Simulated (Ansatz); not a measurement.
The reference is NaCl in the rock salt structure (space group Fm-3m, No. 225; a = 5.601 Å). Axes: x, y, z lie along the cube axes.

It is then changed as follows: the cell is stretched by 2.00 % along z with no lateral relaxation; the atoms relax in the strained cell.

Computed with Kohn–Sham DFT with the PBEsol functional, run in Ansatz (a quantum-chemistry and plane-wave program) with PAW and 420 eV plane waves, spin-orbit coupling left out.

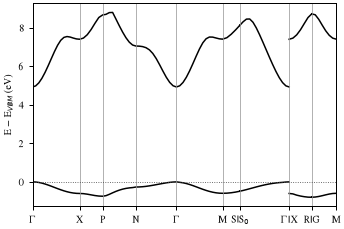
Fig. 1. Highest valence and lowest conduction band along the path of the changed cell's own zone

Read the changed gap and its character from the plot.

About 4.9 eV, direct at Γ.

Whether these cells are dynamically stable was not tested. k-point labels follow each cell's own Brillouin zone.
